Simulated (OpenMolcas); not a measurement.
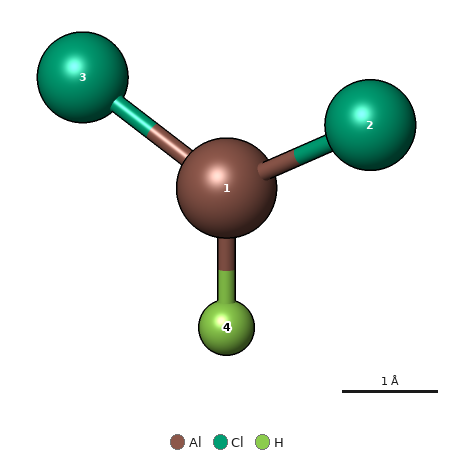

*The structure as given in the input (ball-and-stick view, seen at a tilt; atoms are numbered from 1 in the order of the input). Sticks mark near contacts.*

Bond lengths as drawn: Al–Cl 2.02 Å and Al–H 1.52 Å.

**Single-point calculation, with input and output: AlHCl2**

- system: AlHCl2, multiplicity 3
- method: FCI/STO-3G, ROHF (OpenMolcas 26.06)

The geometry is that of the parent species in another charge or spin state. The geometry comes from this level: GFN2-xTB.

**The input**
```
* AlCl2H full CI

&gateway
  baslib
  $CurrDir
  basisset
  Al.STO-3G....
  Al1 -0.047750 -0.080660 -0.000420 angstrom
  End of Basis
  basisset
  Cl.STO-3G....
  Cl2 1.971850 -0.182600 0.014280 angstrom
  Cl3 -1.095680 1.649890 -0.015830 angstrom
  End of Basis
  basisset
  H.STO-3G....
  H4 -0.828410 -1.386630 0.001980 angstrom
  End of Basis

&seward

&rasscf
  fileorb
  $CurrDir/step1.RasOrb
  spin
  3
  nactel
  18 0 0
  inactive
  15
  ras2
  13
  ciroot
  3 3 1
  orblisting
  Nothing
  orbappear
  Compact
  cionly
```

Run on 1 thread of Arm Neoverse V1, 24 GiB of memory available, shared host.

Launch command:
```bash
export MOLCAS_MEM=1860
pymolcas step2.inp > step2.log
```

**The program's output**
```
--- Start Module: gateway ---

                                              &GATEWAY

                       available to each process: 1.9 GB of memory, 1 thread

 Basis Set     1 Label: AL.STO-3G....
 Basis set is read from library:.
 basistype.tbl is not found

 Basis Set     2 Label: CL.STO-3G....
 Basis set is read from library:.
 basistype.tbl is not found

 Basis Set     3 Label: H.STO-3G....
 Basis set is read from library:.
 basistype.tbl is not found

++    Symmetry information:
      ---------------------

                    Character Table for C1

                             E
                    a        1  x, y, xy, Rz, z, xz, Ry, yz, Rx, I
--

++    Basis set information:
      ----------------------

      Basis set label: AL.STO-3G.........

      Electronic valence basis set:
      ------------------
      Associated Effective Charge  13.000000 au
      Associated Actual Charge     13.000000 au
      Nuclear Model: Point charge

      Shell  nPrim  nBasis  Cartesian Spherical Contaminant
         s       9       3        X
         p       6       2        X

      Basis set label: CL.STO-3G.........

      Electronic valence basis set:
      ------------------
      Associated Effective Charge  17.000000 au
      Associated Actual Charge     17.000000 au
      Nuclear Model: Point charge

      Shell  nPrim  nBasis  Cartesian Spherical Contaminant
         s       9       3        X
         p       6       2        X

      Basis set label: H.STO-3G.........

      Electronic valence basis set:
      ------------------
      Associated Effective Charge   1.000000 au
      Associated Actual Charge      1.000000 au
      Nuclear Model: Point charge

      Shell  nPrim  nBasis  Cartesian Spherical Contaminant
         s       3       1        X
--

++    Molecular structure info:
      -------------------------

                    ************************************************
                    **** Cartesian Coordinates / bohr, angstrom ****
                    ************************************************

     Center  Label                x              y              z                     x              y              z
        1      AL1             -0.090234      -0.152425      -0.000794             -0.047750      -0.080660      -0.000420
        2      CL2              3.726256      -0.345064       0.026985              1.971850      -0.182600       0.014280
        3      CL3             -2.070535       3.117840      -0.029914             -1.095680       1.649890      -0.015830
        4      H4              -1.565468      -2.620351       0.003742             -0.828410      -1.386630       0.001980

                    ***************************************
                    *    InterNuclear Distances / bohr    *
                    ***************************************

               1 AL1           2 CL2           3 CL3           4 H4
    1 AL1      0.000000
    2 CL2      3.821451        0.000000
    3 CL3      3.823228        6.752610        0.000000
    4 H4       2.875238        5.760193        5.760474        0.000000

                    *******************************************
                    *    InterNuclear Distances / angstrom    *
                    *******************************************

               1 AL1           2 CL2           3 CL3           4 H4
    1 AL1      0.000000
    2 CL2      2.022225        0.000000
    3 CL3      2.023165        3.573327        0.000000
    4 H4       1.521510        3.048163        3.048312        0.000000
--

            Nuclear Potential Energy            168.85806437 au

--- Stop Module: gateway /rc=_RC_ALL_IS_WELL_ ---

--- Start Module: seward ---

                                              &SEWARD

                       available to each process: 1.9 GB of memory, 1 thread

               SEWARD will generate:
                  Multipole Moment integrals up to order  2
                  Kinetic Energy integrals
                  Nuclear Attraction integrals (point charge)
                  One-Electron Hamiltonian integrals
                  Velocity integrals
                  Orbital angular momentum around (  0.5503   0.9212  -0.0012 )
                  Velocity quadrupole around (  0.5503   0.9212  -0.0012 )
                  Two-Electron Repulsion integrals

                   Integrals are discarded if absolute value <: 1.00E-14
                   Integral cutoff threshold is set to       <: 1.00E-16

            Nuclear Potential Energy            168.85806437 au

      Basis set specifications :
      Symmetry species         a
      Basis functions           28

--- Stop Module: seward /rc=_RC_ALL_IS_WELL_ ---

--- Start Module: rasscf ---

                                              &RASSCF

                       available to each process: 1.9 GB of memory, 1 thread

      Header of the ONEINT file:
      --------------------------

      OrdInt status: non-squared

      Cartesian coordinates in angstrom:
      -----------------------------------------------------
      No.  Label        X            Y            Z
      -----------------------------------------------------
       1   AL1       -0.04775000  -0.08066000  -0.00042000
       2   CL2        1.97185000  -0.18260000   0.01428000
       3   CL3       -1.09568000   1.64989000  -0.01583000
       4   H4        -0.82841000  -1.38663000   0.00198000
      -----------------------------------------------------
      Nuclear repulsion energy =  168.85806437

++    Wave function specifications:
      -----------------------------

      Number of closed shell electrons          30
      Number of electrons in active shells      18
      Max number of holes in RAS1 space          0
      Max nr of electrons in RAS3 space          0
      Number of inactive orbitals               15
      Number of active orbitals                 13
      Number of secondary orbitals               0
      Spin quantum number                      1.0
      State symmetry                             1
--

++    Orbital specifications:
      -----------------------

      Symmetry species                           1
                                                 a
      Frozen orbitals                            0
      Inactive orbitals                         15
      Active orbitals                           13
      RAS1 orbitals                              0
      RAS2 orbitals                             13
      RAS3 orbitals                              0
      Secondary orbitals                         0
      Deleted orbitals                           0
      Number of basis functions                 28
--

++    CI expansion specifications:
      ----------------------------

      Number of CSFs                        234234
      Number of determinants                368082
      Number of root(s) required                 3
      Root chosen for geometry opt.              3
      CI roots used                              1     2     3
      weights                                0.333 0.333 0.333
      highest root included in the CI            3
      max. size of the explicit Hamiltonian    200
--

++    Optimization specifications:
      ----------------------------

      RASSCF algorithm: Conventional
      Maximum number of macro iterations       200
      Maximum number of SX iterations          100
      Threshold for RASSCF energy            1.000E-08
      Threshold for max MO rotation          1.000E-01
      Threshold for max BLB element          1.000E-04
      Level shift parameter                  5.000E-01
      Make Quasi-Newton update
--

      The MO-coefficients are taken from the file:
      step1.RasOrb
      Title: RASSCF canonical orbitals for CASPT2

      Total molecular charge    0.00

      ************************************************************************************************************************
      *                                            Wave function control section                                             *
      ************************************************************************************************************************

                                         CASCI only, no orbital optimization will be done.
                                         -------------------------------------------------

          iter iter root      energy       change     param      element    value   shift minimum  type update hh:mm:ss
 Nr of preliminary CI iterations:  26
        1   1    0    0 -1148.62994743    0.00E+00   0.00E+00   13  26 1 -1.06E-02*  0.00   0.00    SX    NO    0:02:22

      ************************************************************************************************************************
                                                      Wave function printout:
                       occupation of active orbitals, and spin coupling of open shells (u,d: Spin up or down)
      ************************************************************************************************************************

      Note: transformation to natural orbitals
      has been made, which may change the order of the CSFs.

      printout of CI-coefficients larger than  0.05 for root  1
      energy=   -1148.646142
      conf/sym  1111111111111     Coeff  Weight
             1  22222222uu000   0.91619 0.83940
           694  2222u2222u000  -0.14274 0.02037
           698  2222u222duu00  -0.05033 0.00253
           988  222u22222u000  -0.22924 0.05255
           992  222u2222duu00  -0.08072 0.00652
          1000  222u2222uud00   0.06037 0.00364
          1282  22u222222u000   0.11734 0.01377
          1288  22u22222udu00   0.11186 0.01251

      printout of CI-coefficients larger than  0.05 for root  2
      energy=   -1148.626684
      conf/sym  1111111111111     Coeff  Weight
             4  22222222u0u00   0.89918 0.80853
            17  2222222u200u0  -0.07652 0.00585
           406  22222u22udu00   0.07287 0.00531
           697  2222u22220u00  -0.13353 0.01783
           718  2222u222200u0   0.07349 0.00540
           793  2222u2222000u   0.06390 0.00408
           991  222u222220u00  -0.21375 0.04569
          1003  222u2222u0200   0.06899 0.00476
          1087  222u22222000u   0.10369 0.01075
          1283  22u22222u2000   0.08557 0.00732
          1285  22u2222220u00   0.13192 0.01740
          1297  22u22222u0200  -0.07984 0.00637
          1381  22u222222000u  -0.10548 0.01113

      printout of CI-coefficients larger than  0.05 for root  3
      energy=   -1148.617016
      conf/sym  1111111111111     Coeff  Weight
             2  2222222u2u000   0.90133 0.81239
             7  2222222uduu00   0.17225 0.02967
             9  2222222uudu00   0.15409 0.02374
            12  2222222uuud00  -0.21518 0.04630
            49  2222222udu00u   0.07134 0.00509
            51  2222222uud00u   0.05161 0.00266
            86  2222222uuu00d  -0.08007 0.00641
           754  2222u22u2u0d0   0.06831 0.00467
          1289  22u2222u2du00   0.05685 0.00323
          1295  22u2222u2ud00   0.06678 0.00446
         11849  222uu2222ud00  -0.06964 0.00485

      Natural orbitals and occupation numbers for root  1
      sym 1:   1.999610   1.999495   1.985018   1.958525   1.972206   1.997061   1.998441   1.989751   1.017280   1.002166
               0.054465   0.013844   0.012137

      Natural orbitals and occupation numbers for root  2
      sym 1:   1.999650   1.999696   1.990463   1.946221   1.969468   1.990399   1.994043   1.991475   1.056792   0.035488
               0.955325   0.027833   0.043147

      Natural orbitals and occupation numbers for root  3
      sym 1:   1.999625   1.999535   1.988308   1.966046   1.980020   1.998673   1.995098   1.027552   1.954160   0.999165
               0.060936   0.011660   0.019222

      ************************************************************************************************************************
      *                                                    Final results                                                     *
      ************************************************************************************************************************

++    Final optimization conditions:
      ------------------------------

      Average CI energy                           -1148.62994743
      RASSCF energy for state  3                  -1148.61701648
      Super-CI energy                                 0.00000000
      RASSCF energy change                            0.00000000
      Max change in MO coefficients               0.000E+00
      Max non-diagonal density matrix element     0.000E+00
      Maximum BLB matrix element                 -1.064E-02
      (orbital pair  13,  26 in symmetry   1)
      Norm of electronic gradient            3.764E-02
--

      Final state energy(ies):
      ------------------------

::    RASSCF root number  1 Total energy:  -1148.64614157
::    RASSCF root number  2 Total energy:  -1148.62668425
::    RASSCF root number  3 Total energy:  -1148.61701648
      Von Neumann Entropy (Root   1) =  1.30305

      Mulliken population analysis for root number:  1
      -----------------------------------------------

++    Molecular charges:
      ------------------

      Mulliken charges per centre
      ---------------------------

                AL1     CL2     CL3     H4
      Total   12.4210 17.3001 17.2992  0.9797

      N-E      0.5790 -0.3001 -0.2992  0.0203

      Total electronic charge=   48.000000

      Total            charge=   -0.000000
--

      Expectation values of various properties for root number:  1
      -----------------------------------------------------------

++    Molecular properties:
      ---------------------

      Charge (e):
                      =   -0.0000
      Dipole Moment (debye):
      Origin of the operator (angstrom)=    0.2912    0.4875   -0.0006
                   X= -1.4148E+00               Y= -2.3562E+00               Z=  3.4231E-02           Total=  2.7485E+00
      Quadrupole Moment (debye*angstrom):
      Origin of the operator (angstrom)=    0.2912    0.4875   -0.0006
                  XX= -3.8108E+01              XY=  5.2987E+00              XZ= -7.0969E-02              YY= -3.2394E+01
                  YZ=  1.3157E-02              ZZ= -3.3240E+01
      In traceless form (debye*angstrom)
                  XX= -5.2909E+00              XY=  7.9480E+00              XZ= -1.0645E-01              YY=  3.2804E+00
                  YZ=  1.9736E-02              ZZ=  2.0104E+00
--

      Mulliken spin population analysis for root number:  1
      ---------------------------------------------------

++    Molecular charges:
      ------------------

      Mulliken spin population per centre
      ---------------------------

                AL1     CL2     CL3     H4
      Total    1.0236  0.2326  0.2341  0.5097

      Total electronic spin=    2.000000
--

      Von Neumann Entropy (Root   2) =  1.38867

      Mulliken population analysis for root number:  2
      -----------------------------------------------

++    Molecular charges:
      ------------------

      Mulliken charges per centre
      ---------------------------

                AL1     CL2     CL3     H4
      Total   12.2573 17.3402 17.3387  1.0638

      N-E      0.7427 -0.3402 -0.3387 -0.0638

      Total electronic charge=   48.000000

      Total            charge=   -0.000000
--

      Expectation values of various properties for root number:  2
      -----------------------------------------------------------

++    Molecular properties:
      ---------------------

      Charge (e):
                      =   -0.0000
      Dipole Moment (debye):
      Origin of the operator (angstrom)=    0.2912    0.4875   -0.0006
                   X= -1.3382E+00               Y= -2.2260E+00               Z= -3.4446E-02           Total=  2.5976E+00
      Quadrupole Moment (debye*angstrom):
      Origin of the operator (angstrom)=    0.2912    0.4875   -0.0006
                  XX= -3.9900E+01              XY=  5.0006E+00              XZ= -7.1318E-02              YY= -3.4499E+01
                  YZ=  6.9706E-02              ZZ= -3.1375E+01
      In traceless form (debye*angstrom)
                  XX= -6.9632E+00              XY=  7.5009E+00              XZ= -1.0698E-01              YY=  1.1385E+00
                  YZ=  1.0456E-01              ZZ=  5.8247E+00
--

      Mulliken spin population analysis for root number:  2
      ---------------------------------------------------

++    Molecular charges:
      ------------------

      Mulliken spin population per centre
      ---------------------------

                AL1     CL2     CL3     H4
      Total    0.5827  0.3732  0.3757  0.6685

      Total electronic spin=    2.000000
--

      Von Neumann Entropy (Root   3) =  1.33976

      Mulliken population analysis for root number:  3
      -----------------------------------------------

++    Molecular charges:
      ------------------

      Mulliken charges per centre
      ---------------------------

                AL1     CL2     CL3     H4
      Total   12.4899 17.1510 17.1488  1.2104

      N-E      0.5101 -0.1510 -0.1488 -0.2104

      Total electronic charge=   48.000000

      Total            charge=   -0.000000
--

      Expectation values of various properties for root number:  3
      -----------------------------------------------------------

++    Molecular properties:
      ---------------------

      Charge (e):
                      =   -0.0000
      Dipole Moment (debye):
      Origin of the operator (angstrom)=    0.2912    0.4875   -0.0006
                   X=  5.3047E-01               Y=  9.2626E-01               Z=  5.0570E-02           Total=  1.0686E+00
      Quadrupole Moment (debye*angstrom):
      Origin of the operator (angstrom)=    0.2912    0.4875   -0.0006
                  XX= -3.5474E+01              XY= -4.6846E-01              XZ= -4.1552E-02              YY= -3.5973E+01
                  YZ= -3.7701E-02              ZZ= -3.3306E+01
      In traceless form (debye*angstrom)
                  XX= -8.3461E-01              XY= -7.0268E-01              XZ= -6.2328E-02              YY= -1.5831E+00
                  YZ= -5.6551E-02              ZZ=  2.4177E+00
--

      Mulliken spin population analysis for root number:  3
      ---------------------------------------------------

++    Molecular charges:
      ------------------

      Mulliken spin population per centre
      ---------------------------

                AL1     CL2     CL3     H4
      Total    1.0730  0.5082  0.5117 -0.0930

      Total electronic spin=    2.000000
--

      Average orbitals are written to the RASORB file
      Natural orbitals for root   1 are written to the RASORB.1 file
      Natural orbitals for root   2 are written to the RASORB.2 file
      Natural orbitals for root   3 are written to the RASORB.3 file
      Spin density orbitals for root   1 are written to the SPDORB.1 file
      Spin density orbitals for root   2 are written to the SPDORB.2 file
      Spin density orbitals for root   3 are written to the SPDORB.3 file

--- Stop Module: rasscf /rc=_RC_ALL_IS_WELL_ ---
           step2.SpdOrb.1 step2.SpdOrb.2 step2.SpdOrb.3 xmldump
--- Module rasscf spent 2 minutes 38 seconds ---

.##################.
.# Happy landing! #.
.##################.

    Timing: Wall=159.41 User=157.12 System=2.27
```

**Summary**

```csv
quantity,value
outcome,converged
total energy,−1148.646142 hartree
basis functions,28
wall time,2.7 min
peak memory,0.37 GiB
```
